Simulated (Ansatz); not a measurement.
# Si: rigid cleavage

This session takes Si and sets out to open the crystal across a (-1 1 0) plane.

Method: DFT LDA, scalar-relativistic, plane waves, PAW, in Ansatz 0.2.0.

2 further runs of the same task are left out: 2 set aside as unsound or not needed.

### Step 1. The starting structure

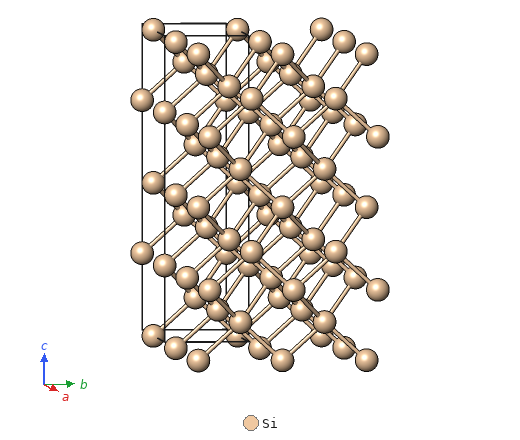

Start, viewed slightly off an axis; silicon light orange. 3×2×1 cells are drawn. Atoms on the faces are drawn again on the opposite ones.

As a file:

```cif
data_structure
_symmetry_space_group_name_H-M 'I4_1/amd:1'
_symmetry_Int_Tables_number 141
_cell_length_a 4.7648
_cell_length_b 4.7648
_cell_length_c 2.6106
_cell_angle_alpha 90.000
_cell_angle_beta 90.000
_cell_angle_gamma 90.000
_cell_volume 59.27
loop_
_atom_site_label
_atom_site_type_symbol
_atom_site_symmetry_multiplicity
_atom_site_Wyckoff_symbol
_atom_site_fract_x
_atom_site_fract_y
_atom_site_fract_z
_atom_site_occupancy
Si1 Si 4 b 0.50000 0.00000 0.25000 1
```

It goes back to an entry of the Materials Project, which need not be the stable form.

It is built from the cell relaxed beforehand with the same method (14.82 Å³/atom).

### Step 2. The reference: the undisturbed cell on the scan's mesh

input.yaml

```yaml
crystal:
  lattice:
    - [0.0, 0.0, -2.6105984716]
    - [-2.3824154513, -2.3824154513, -1.3052992358]
    - [-9.5296618054, 9.5296618054, 0.0]
  atoms:
    - { symbol: Si, position: [0.5, 0.5, 0.125] }
    - { symbol: Si, position: [0.0, 0.5, 0.875] }
    - { symbol: Si, position: [0.5, 0.5, 0.625] }
    - { symbol: Si, position: [0.0, 0.5, 0.375] }
    - { symbol: Si, position: [0.0, 1.0, 0.25] }
    - { symbol: Si, position: [0.5, 1.0, 0.0] }
    - { symbol: Si, position: [0.0, 1.0, 0.75] }
    - { symbol: Si, position: [0.5, 1.0, 0.5] }
basis:
  ecutwfc: 420
kpoints:
  mp_grid: { grid: [24, 17, 5] }
hamiltonian:
  xc: lda
scf:
  occupations: { method: gaussian, width: 0.15 }
output:
  forces: true
  stress: true
  eigenvalues: true
  write_density: true
  write_potential: true
  elf: true
  volumetric_format: npy
```

Launch:

```
$ ansatz run input.yaml --threads 2 --pin off --max-ram 5120MiB --backend cpu --events-out ev --progress --plain --runs-dir out
```

The program printed, cut to the lines that bear on the results:

```text
Warning: crystal.symmetry: narrowed to the stabiliser of the k-point mesh — unitary ops 32 → 16; excluded 16 operations that carry a point of the 24×17×5 mesh (shift [0, 0, 0]) off the mesh (the run samples exactly the mesh kpoints.mp_grid names, as under crystal.symmetry.detect: false, [...]
Warning: RAYON_NUM_THREADS=2 ignored (pool sized by the plan → 2); use --threads N
[...]
Pseudopotentials: kind: paw
Pseudopotential: Si, paw, valence charge 4, recommended cutoff 420 eV (normal), Si.paw.azcp
Functional definition: SPW92
[...]
Crystal: 8 atoms, lattice volume = 118.540 Å³
Basis set: ecut = 420 eV, 2319 PW (Γ)
Bands: 24, of which v1, the nominal top of the filled ones, is band 16 counted from 1 (15 counted from 0)
Symmetry: 16 space group operations
k-points: 615 of 2040
[...]
SCF iter   1: F=—  HF=-4867.550217 eV  |F-HF|=—  |Δ(HF+E_count)|=         —  Δρ=4.87e-3  dr2=2.28e-2  ethr=1.77e-3  ⟨swp⟩=7.0  Hψ=82457  notcnv=0
[...]
SCF iter   6: F=-4867.540777 eV  HF=-4867.540777 eV  |F-HF|=2.09e-11  |Δ(HF+E_count)|=   2.33e-9  Δρ=4.39e-7  dr2=1.06e-10  ethr=1.42e-10  ⟨swp⟩=9.5  Hψ=94258  notcnv=0
[...]
SCF converged after 6 iterations
Free energy (F): -4867.540777 eV
[...]
E sigma→0 (E₀):  -4867.524035 eV
Entropy (-TS):   -0.033484 eV (-4.185 meV/atom)
Fermi energy:    9.847585 eV
[...]
--- Forces (eV/Å), atoms counted from 1 ---
  atom   1  Si    -0.00221999     0.00221999    -0.00000000
  atom   2  Si    -0.00221999     0.00221999    -0.00000000
  atom   3  Si    -0.00221999     0.00221999    -0.00000000
  atom   4  Si    -0.00221999     0.00221999     0.00000000
  atom   5  Si     0.00221999    -0.00221999    -0.00000000
  atom   6  Si     0.00221999    -0.00221999    -0.00000000
  atom   7  Si     0.00221999    -0.00221999    -0.00000000
  atom   8  Si     0.00221999    -0.00221999    -0.00000000
[...]
--- Stress (GPa, compression-positive) ---
       -0.069155       0.004467       0.001461
        0.004467      -0.069155       0.001461
        0.001461       0.001461       0.094439
  P = ⅓ Tr σ = -0.0146 GPa (-0.146 kbar)
--- Band table (eV; the first three rows and the last of 615) ---
  k-point 0: bands = ["-4.0927", "-3.3052", "-3.3052", "-0.9687", "-0.9682", "2.8165", "2.8165", "7.2810", "7.2811", "7.7501", "7.9950", "7.9950", "10.0187", "10.0187", "10.1231", "10.1236", "11.3287", "12.3392", "12.3397", "13.5931", "13.5931", "15.4635", "15.4635", "15.7500"]
[...]
```

It took 2.3 min on 2 threads of Intel Xeon at 2.50GHz (Skylake/Cascade Lake), shared host; peak memory 1.4 GiB.

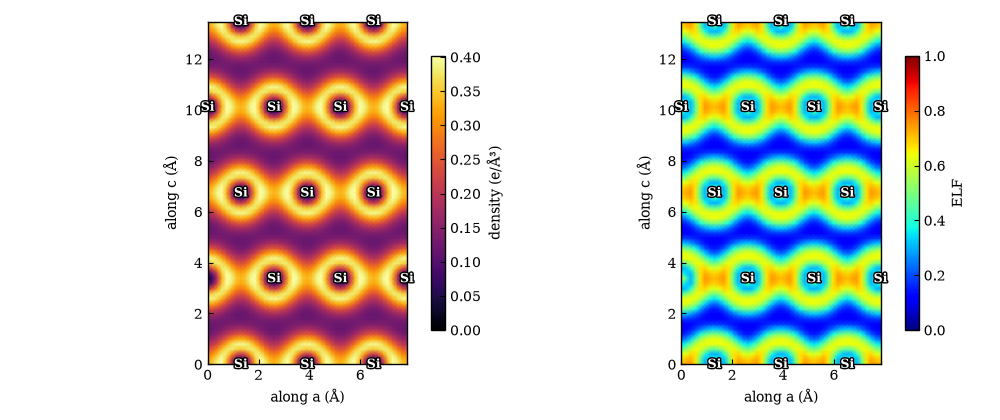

Density (left) and ELF (right) in a lattice plane of the grid's cell (edges 2.61 and 13.48 Å, at 0.000 of the third edge), which holds Si. Only atoms in the plane are labelled. Both are smooth fields of the valence electrons: close to the nuclei they are not physical.

Outside the cores ELF peaks at 0.87 on the Si–Si line, 1.1 Å from Si.

The cell is repeated 4 times, 8 atoms in all. Reference values: F = -4867.5408 eV; pressure -0.01 GPa; largest force 0.003 eV/Å; gap on the mesh none (metal).

### Step 3. Setting up rigid cleavage

The cut lies on the cell's a–b face, a (-1 1 0) plane of area 8.80 Å², between layers 1.68 Å apart (Si below, Si above); the cell is 13.5 Å thick. Vector c is lengthened by d along the normal with the atoms' Cartesian places fixed: one unrelaxed cut per cell.

### Step 4. At d = 1.00 Å

input.yaml

```yaml
crystal:
  lattice:
    - [0.0, 0.0, -2.6105984716]
    - [-2.3824154513, -2.3824154513, -1.3052992358]
    - [-10.2367685866, 10.2367685866, 0.0]
  atoms:
    - { symbol: Si, position: [0.5, 0.5, 0.0581828003] }
    - { symbol: Si, position: [0.0, 0.5, 0.7563764045] }
    - { symbol: Si, position: [0.5, 0.5, 0.5236452031] }
    - { symbol: Si, position: [0.0, 0.5, 0.2909140017] }
    - { symbol: Si, position: [0.0, 1.0, 0.174548401] }
    - { symbol: Si, position: [0.5, 1.0, 0.8727420052] }
    - { symbol: Si, position: [0.0, 1.0, 0.6400108038] }
    - { symbol: Si, position: [0.5, 1.0, 0.4072796024] }
basis:
  ecutwfc: 420
kpoints:
  mp_grid: { grid: [24, 17, 5] }
hamiltonian:
  xc: lda
scf:
  occupations: { method: gaussian, width: 0.15 }
output:
  forces: true
  stress: true
  eigenvalues: true
```

Launch:

```
$ ansatz run input.yaml --threads 2 --pin off --max-ram 5120MiB --backend cpu --events-out ev --progress --plain --runs-dir out
```

The program printed, cut to the lines that bear on the results:

```text
Warning: RAYON_NUM_THREADS=2 ignored (pool sized by the plan → 2); use --threads N
[...]
[... 3 set-up lines as earlier in the session ...]
[...]
Crystal: 8 atoms, lattice volume = 127.336 Å³
Basis set: ecut = 420 eV, 2475 PW (Γ)
Bands: 24, of which v1, the nominal top of the filled ones, is band 16 counted from 1 (15 counted from 0)
Symmetry: 4 space group operations
Space group: P2/c (ITA 13), of the structure as read, at distance tolerance 5.0e-5 Å
k-points: 615 of 2040
[...]
SCF iter   1: F=—  HF=-4866.693385 eV  |F-HF|=—  |Δ(HF+E_count)|=         —  Δρ=5.17e-3  dr2=3.63e-1  ethr=1.77e-3  ⟨swp⟩=7.4  Hψ=86897  notcnv=0
[...]
SCF iter   7: F=-4866.672596 eV  HF=-4866.672596 eV  |F-HF|=3.20e-9  |Δ(HF+E_count)|=   1.67e-8  Δρ=7.89e-7  dr2=3.94e-9  ethr=3.13e-10  ⟨swp⟩=9.3  Hψ=63009  notcnv=0
[...]
SCF converged after 7 iterations
Free energy (F): -4866.672596 eV
[...]
E sigma→0 (E₀):  -4866.655521 eV
Entropy (-TS):   -0.034151 eV (-4.269 meV/atom)
Fermi energy:    8.875715 eV
[...]
--- Forces (eV/Å), atoms counted from 1 ---
  atom   1  Si     0.31875424    -0.31875424     0.00000000
  atom   2  Si    -0.30995417     0.30995417     0.00000000
  atom   3  Si     0.02630998    -0.02630998     0.00000000
  atom   4  Si     0.00945586    -0.00945586     0.00000000
  atom   5  Si     0.30995417    -0.30995417     0.00000000
  atom   6  Si    -0.31875424     0.31875424     0.00000000
  atom   7  Si    -0.00945586     0.00945586     0.00000000
  atom   8  Si    -0.02630998     0.02630998     0.00000000
[...]
--- Stress (GPa, compression-positive) ---
       -2.916951       1.176762       0.256566
        1.176762      -2.916951       0.256566
        0.256566       0.256566      -3.209700
  P = ⅓ Tr σ = -3.0145 GPa (-30.145 kbar)
--- Band table (eV; the first three rows and the last of 615) ---
[... band rows left out ...]
[...]
```

It took 1.9 min on 2 threads of Intel Xeon at 2.50GHz (Skylake/Cascade Lake), shared host; peak memory 1.5 GiB.

### Step 5. Point d = 3.00 Å

input.yaml

```yaml
crystal:
  lattice:
    - [0.0, 0.0, -2.6105984716]
    - [-2.3824154513, -2.3824154513, -1.3052992358]
    - [-11.650982149, 11.650982149, 0.0]
  atoms:
    - { symbol: Si, position: [0.5, 0.5, 0.0511204854] }
    - { symbol: Si, position: [0.0, 0.5, 0.6645663102] }
    - { symbol: Si, position: [0.5, 0.5, 0.4600843686] }
    - { symbol: Si, position: [0.0, 0.5, 0.255602427] }
    - { symbol: Si, position: [0.0, 1.0, 0.1533614562] }
    - { symbol: Si, position: [0.5, 1.0, 0.766807281] }
    - { symbol: Si, position: [0.0, 1.0, 0.5623253394] }
    - { symbol: Si, position: [0.5, 1.0, 0.3578433978] }
basis:
  ecutwfc: 420
kpoints:
  mp_grid: { grid: [24, 17, 5] }
hamiltonian:
  xc: lda
scf:
  occupations: { method: gaussian, width: 0.15 }
output:
  forces: true
  stress: true
  eigenvalues: true
```

Launch:

```
$ ansatz run input.yaml --threads 2 --pin off --max-ram 5120MiB --backend cpu --events-out ev --progress --plain --runs-dir out
```

The program printed, cut to the lines that bear on the results:

```text
Warning: RAYON_NUM_THREADS=2 ignored (pool sized by the plan → 2); use --threads N
[...]
[... 3 set-up lines as earlier in the session ...]
[...]
Crystal: 8 atoms, lattice volume = 144.927 Å³
Basis set: ecut = 420 eV, 2797 PW (Γ)
Bands: 24, of which v1, the nominal top of the filled ones, is band 16 counted from 1 (15 counted from 0)
[... 1 set-up line as earlier in the session ...]
Space group: P2/c (ITA 13), of the structure as read, at distance tolerance 5.3e-5 Å
k-points: 615 of 2040
[...]
SCF iter   1: F=—  HF=-4866.011529 eV  |F-HF|=—  |Δ(HF+E_count)|=         —  Δρ=4.69e-3  dr2=1.81e-1  ethr=1.77e-3  ⟨swp⟩=9.0  Hψ=97370  notcnv=0
[...]
SCF iter   7: F=-4865.997628 eV  HF=-4865.997628 eV  |F-HF|=1.24e-8  |Δ(HF+E_count)|=   9.71e-9  Δρ=2.11e-6  dr2=1.62e-8  ethr=3.13e-10  ⟨swp⟩=4.8  Hψ=49613  notcnv=0
[...]
SCF converged after 7 iterations
Free energy (F): -4865.997628 eV
[...]
E sigma→0 (E₀):  -4865.977473 eV
Entropy (-TS):   -0.040310 eV (-5.039 meV/atom)
Fermi energy:    7.182684 eV
[...]
--- Forces (eV/Å), atoms counted from 1 ---
  atom   1  Si    -0.15715915     0.15715915     0.00000000
  atom   2  Si    -0.34433016     0.34433016     0.00000000
  atom   3  Si     0.00121455    -0.00121455     0.00000000
  atom   4  Si    -0.07190734     0.07190734     0.00000000
  atom   5  Si     0.34433016    -0.34433016     0.00000000
  atom   6  Si     0.15715915    -0.15715915     0.00000000
  atom   7  Si     0.07190734    -0.07190734     0.00000000
  atom   8  Si    -0.00121455     0.00121455     0.00000000
[...]
--- Stress (GPa, compression-positive) ---
       -1.549069      -1.331911       0.389951
       -1.331911      -1.549069       0.389951
        0.389951       0.389951      -3.995971
  P = ⅓ Tr σ = -2.3647 GPa (-23.647 kbar)
--- Band table (eV; the first three rows and the last of 615) ---
[... band rows left out ...]
[...]
```

Run time: 2.6 min. Hardware: 2 threads of Intel Xeon at 2.50GHz (Skylake/Cascade Lake), shared host; peak memory 1.6 GiB.

### Step 6. At d = 0.50 Å

input.yaml

```yaml
crystal:
  lattice:
    - [0.0, 0.0, -2.6105984716]
    - [-2.3824154513, -2.3824154513, -1.3052992358]
    - [-9.883215196, 9.883215196, 0.0]
  atoms:
    - { symbol: Si, position: [0.5, 0.5, 0.0602641803] }
    - { symbol: Si, position: [0.0, 0.5, 0.7834343443] }
    - { symbol: Si, position: [0.5, 0.5, 0.542377623] }
    - { symbol: Si, position: [0.0, 0.5, 0.3013209017] }
    - { symbol: Si, position: [0.0, 1.0, 0.180792541] }
    - { symbol: Si, position: [0.5, 1.0, 0.903962705] }
    - { symbol: Si, position: [0.0, 1.0, 0.6629059837] }
    - { symbol: Si, position: [0.5, 1.0, 0.4218492623] }
basis:
  ecutwfc: 420
kpoints:
  mp_grid: { grid: [24, 17, 5] }
hamiltonian:
  xc: lda
scf:
  occupations: { method: gaussian, width: 0.15 }
output:
  forces: true
  stress: true
  eigenvalues: true
```

Launch:

```
$ ansatz run input.yaml --threads 2 --pin off --max-ram 5120MiB --backend cpu --events-out ev --progress --plain --runs-dir out
```

The program printed, cut to the lines that bear on the results:

```text
Warning: RAYON_NUM_THREADS=2 ignored (pool sized by the plan → 2); use --threads N
[...]
[... 3 set-up lines as earlier in the session ...]
[...]
Crystal: 8 atoms, lattice volume = 122.938 Å³
Basis set: ecut = 420 eV, 2377 PW (Γ)
Bands: 24, of which v1, the nominal top of the filled ones, is band 16 counted from 1 (15 counted from 0)
[... 2 set-up lines as earlier in the session ...]
k-points: 615 of 2040
[...]
SCF iter   1: F=—  HF=-4867.181215 eV  |F-HF|=—  |Δ(HF+E_count)|=         —  Δρ=4.89e-3  dr2=1.12e-1  ethr=1.77e-3  ⟨swp⟩=7.1  Hψ=85103  notcnv=0
[...]
SCF iter   6: F=-4867.169044 eV  HF=-4867.169044 eV  |F-HF|=5.14e-8  |Δ(HF+E_count)|=   1.93e-8  Δρ=1.75e-6  dr2=5.40e-8  ethr=3.13e-10  ⟨swp⟩=9.0  Hψ=67083  notcnv=0
[...]
SCF converged after 6 iterations
Free energy (F): -4867.169044 eV
[...]
E sigma→0 (E₀):  -4867.152574 eV
Entropy (-TS):   -0.032939 eV (-4.117 meV/atom)
Fermi energy:    9.350934 eV
[...]
--- Forces (eV/Å), atoms counted from 1 ---
  atom   1  Si     0.50598797    -0.50598797     0.00000000
  atom   2  Si    -0.24470835     0.24470835     0.00000000
  atom   3  Si     0.00189967    -0.00189967     0.00000000
  atom   4  Si     0.02428299    -0.02428299     0.00000000
  atom   5  Si     0.24470835    -0.24470835     0.00000000
  atom   6  Si    -0.50598797     0.50598797     0.00000000
  atom   7  Si    -0.02428299     0.02428299     0.00000000
  atom   8  Si    -0.00189967     0.00189967     0.00000000
[...]
--- Stress (GPa, compression-positive) ---
       -2.808801       1.788555       0.020803
        1.788555      -2.808801       0.020803
        0.020803       0.020803      -2.030010
  P = ⅓ Tr σ = -2.5492 GPa (-25.492 kbar)
--- Band table (eV; the first three rows and the last of 615) ---
[... band rows left out ...]
[...]
```

It took 1.9 min on 2 threads of Intel Xeon at 2.50GHz (Skylake/Cascade Lake), shared host; peak memory 1.4 GiB.

### Step 7. At d = 2.00 Å

input.yaml

```yaml
crystal:
  lattice:
    - [0.0, 0.0, -2.6105984716]
    - [-2.3824154513, -2.3824154513, -1.3052992358]
    - [-10.9438753678, 10.9438753678, 0.0]
  atoms:
    - { symbol: Si, position: [0.5, 0.5, 0.0544234874] }
    - { symbol: Si, position: [0.0, 0.5, 0.7075053358] }
    - { symbol: Si, position: [0.5, 0.5, 0.4898113863] }
    - { symbol: Si, position: [0.0, 0.5, 0.2721174368] }
    - { symbol: Si, position: [0.0, 1.0, 0.1632704621] }
    - { symbol: Si, position: [0.5, 1.0, 0.8163523105] }
    - { symbol: Si, position: [0.0, 1.0, 0.5986583611] }
    - { symbol: Si, position: [0.5, 1.0, 0.3809644116] }
basis:
  ecutwfc: 420
kpoints:
  mp_grid: { grid: [24, 17, 5] }
hamiltonian:
  xc: lda
scf:
  occupations: { method: gaussian, width: 0.15 }
output:
  forces: true
  stress: true
  eigenvalues: true
```

Launch:

```
$ ansatz run input.yaml --threads 2 --pin off --max-ram 5120MiB --backend cpu --events-out ev --progress --plain --runs-dir out
```

The program printed, cut to the lines that bear on the results:

```text
[...]
SCF converged after 7 iterations
Free energy (F): -4866.148098 eV
[...]
E sigma→0 (E₀):  -4866.128855 eV
Entropy (-TS):   -0.038486 eV (-4.811 meV/atom)
Fermi energy:    7.962055 eV
[...]
--- Forces (eV/Å), atoms counted from 1 ---
  atom   1  Si    -0.02644054     0.02644054     0.00000000
  atom   2  Si    -0.33831720     0.33831720     0.00000000
  atom   3  Si     0.00898339    -0.00898339     0.00000000
  atom   4  Si    -0.05697828     0.05697828     0.00000000
  atom   5  Si     0.33831720    -0.33831720     0.00000000
  atom   6  Si     0.02644054    -0.02644054     0.00000000
  atom   7  Si     0.05697828    -0.05697828     0.00000000
  atom   8  Si    -0.00898339     0.00898339     0.00000000
[...]
--- Stress (GPa, compression-positive) ---
       -2.027934      -0.802260       0.398425
       -0.802260      -2.027934       0.398425
        0.398425       0.398425      -4.111860
  P = ⅓ Tr σ = -2.7226 GPa (-27.226 kbar)
--- Band table (eV; the first three rows and the last of 615) ---
  k-point 0: bands = ["-5.7710", "-5.2106", "-4.3465", "-3.1122", "-1.7276", "0.1824", "1.7921", "4.4523", "5.3144", "5.5885", "6.1032", "6.9093", "7.5722", "8.0393", "8.0773", "9.3198", "9.3789", "10.3233", "10.6393", "11.1317", "11.8371", "12.0554", "12.8725", "13.4982"]
[...]
```

It took 2.5 min on 2 threads of Intel Xeon at 2.50GHz (Skylake/Cascade Lake), shared host; peak memory 1.5 GiB.

### Step 8. At d = 6.00 Å

input.yaml

```yaml
crystal:
  lattice:
    - [0.0, 0.0, -2.6105984716]
    - [-2.3824154513, -2.3824154513, -1.3052992358]
    - [-13.7723024925, 13.7723024925, 0.0]
  atoms:
    - { symbol: Si, position: [0.5, 0.5, 0.0432464988] }
    - { symbol: Si, position: [0.0, 0.5, 0.562204484] }
    - { symbol: Si, position: [0.5, 0.5, 0.389218489] }
    - { symbol: Si, position: [0.0, 0.5, 0.2162324939] }
    - { symbol: Si, position: [0.0, 1.0, 0.1297394963] }
    - { symbol: Si, position: [0.5, 1.0, 0.6486974816] }
    - { symbol: Si, position: [0.0, 1.0, 0.4757114865] }
    - { symbol: Si, position: [0.5, 1.0, 0.3027254914] }
basis:
  ecutwfc: 420
kpoints:
  mp_grid: { grid: [24, 17, 5] }
hamiltonian:
  xc: lda
scf:
  occupations: { method: gaussian, width: 0.15 }
output:
  forces: true
  stress: true
  eigenvalues: true
```

Launch:

```
$ ansatz run input.yaml --threads 2 --pin off --max-ram 5120MiB --backend cpu --events-out ev --progress --plain --runs-dir out
```

The program printed, cut to the lines that bear on the results:

```text
[...]
SCF converged after 6 iterations
Free energy (F): -4865.951772 eV
[...]
E sigma→0 (E₀):  -4865.931414 eV
Entropy (-TS):   -0.040714 eV (-5.089 meV/atom)
Fermi energy:    5.332594 eV
[...]
--- Forces (eV/Å), atoms counted from 1 ---
  atom   1  Si    -0.20424141     0.20424141     0.00000000
  atom   2  Si    -0.34592482     0.34592482     0.00000000
  atom   3  Si     0.00031834    -0.00031834     0.00000000
  atom   4  Si    -0.07504643     0.07504643     0.00000000
  atom   5  Si     0.34592482    -0.34592482     0.00000000
  atom   6  Si     0.20424141    -0.20424141     0.00000000
  atom   7  Si     0.07504643    -0.07504643     0.00000000
  atom   8  Si    -0.00031834     0.00031834     0.00000000
[...]
--- Stress (GPa, compression-positive) ---
       -1.172979      -1.329922       0.329172
       -1.329922      -1.172979       0.329172
        0.329172       0.329172      -3.387337
  P = ⅓ Tr σ = -1.9111 GPa (-19.111 kbar)
--- Band table (eV; the first three rows and the last of 615) ---
  k-point 0: bands = ["-8.3891", "-7.8342", "-6.9501", "-5.7613", "-4.2822", "-2.5454", "-0.6014", "1.4635", "2.9703", "3.1130", "3.4821", "4.3003", "4.6578", "5.4038", "5.5635", "6.5681", "6.7935", "7.6277", "7.7350", "8.4557", "8.7660", "9.2079", "10.3631", "10.4908"]
[...]
```

Wall time 3.3 min (2 threads of Intel Xeon at 2.50GHz (Skylake/Cascade Lake), shared host); peak memory 1.8 GiB.

### Step 9. All points together

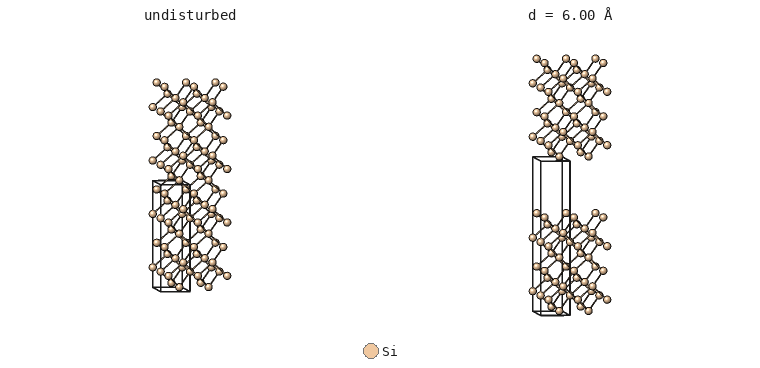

The undisturbed cell and the costliest point of the scan, at one scale, with neighbouring cells.

All points in order; energies are free energies above the reference cell:

```
d (Å)  energy (J/m²)  traction (GPa)
 0.00           0.00             0.0
 0.50           0.68            19.6
 1.00           1.58            15.4
 2.00           2.54             4.9
 3.00           2.81             1.3
 6.00           2.89             0.0
```

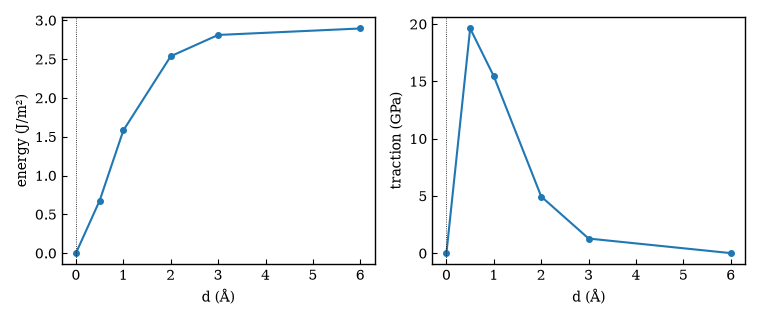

energy and traction along the scan.

### Step 10. Summary of results

| quantity | value |
| --- | --- |
| energy at d = 6.00 Å | 2.89 J/m² |
| largest traction sampled | 19.6 GPa at d = 0.50 Å |

**Reading.** At the widest gap the traction has died away, so 2.89 J/m² is the unrelaxed work of separation, the sum of the two faces' energies. The traction peaks at 19.6 GPa near 0.50 Å, an estimate of the ideal strength of rigid blocks on this coarse sampling. The cell holds empty space of several Å, a single layer or slab in vacuum, so volume, pressure and the long edge depend on that space.
